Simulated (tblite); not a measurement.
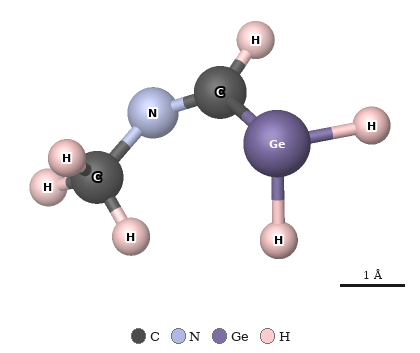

**Figure 1.** The structure (ball-and-stick view, seen at a tilt). Sticks mark near contacts. Bond lengths as drawn: C–Ge 2.02 Å, C–H 1.08 to 1.09 Å, C–N 1.24 to 1.43 Å and Ge–H 1.56 to 1.57 Å.

## Run report: C$_{2}$H$_{6}$GeN, frequency calculation

System: C$_{2}$H$_{6}$GeN, multiplicity 2.
Method: GFN2-xTB harmonic vibrations, gas phase (tblite 0.8.0).

It belongs to a series of runs on one base structure; here: H removed from Ge.

Input
```
{"job": {"kind": "ir", "xc": "GFN2-xTB", "basis": "xTB"}, "charge": 0, "multiplicity": 2}
C     -1.574727    -0.052118    -0.043290
N     -0.637902     1.009079    -0.212005
C      0.574455     0.928403     0.042448
Ge     1.658242    -0.666956     0.659080
H     -2.525178     0.258330    -0.475447
H     -1.228490    -0.965289    -0.536322
H     -1.714999    -0.270324     1.018145
H      1.172537     1.824515    -0.082443
H      1.255673    -1.756123    -0.395362
H      3.029270    -0.304864     0.002669
```

The first line tells a small driver script what to run in tblite; the rest is the geometry in Å.

Launch command:
```bash
OMP_NUM_THREADS=1 python <driver script> task.json out
```

The program's output
```
mode    cm-1     km/mol
  1    -149.9      1.47
  2     115.9      2.28
  3     157.4      5.15
  4     310.8     17.51
  5     384.1     10.62
  6     448.5     35.20
  7     547.6     42.74
  8     599.7    129.76
  9     776.6     72.58
 10     876.8    379.28
 11    1013.2     22.40
 12    1066.6      0.88
 13    1107.8      5.46
 14    1202.4    123.85
 15    1376.9     16.85
 16    1439.3     16.47
 17    1457.7     17.45
 18    1554.4    655.09
 19    1687.8    901.20
 20    1753.6    244.92
 21    2938.6     15.64
 22    2961.8     15.38
 23    2975.1     28.90
 24    3015.6     17.18
```

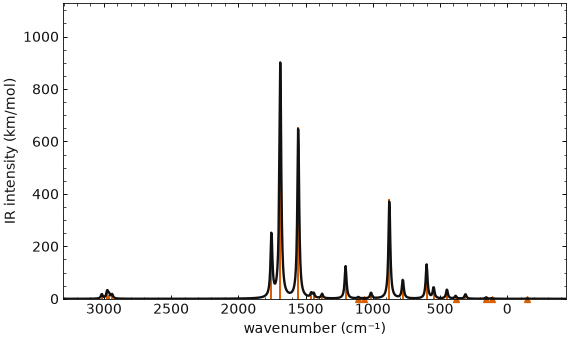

**Figure 2.** Harmonic infrared spectrum, unscaled: sticks (degenerate modes added up, dark ones marked on the axis) with a Lorentzian envelope of 16 cm⁻¹ full width, scaled to the tallest stick; imaginary modes are drawn at negative wavenumbers. 24 modes from 150i to 3016 cm⁻¹, 1 imaginary beyond 8i (150i cm⁻¹): a first-order saddle point, if the geometry is stationary. The strongest line is at 1688 cm⁻¹ (901 km/mol).

Summary

```tsv
quantity	value
outcome	converged
total energy	−329.3879 eV
zero-point energy	42.5560 kcal/mol
hardware	1 CPU thread, shared host
peak memory	0.18 GiB
```
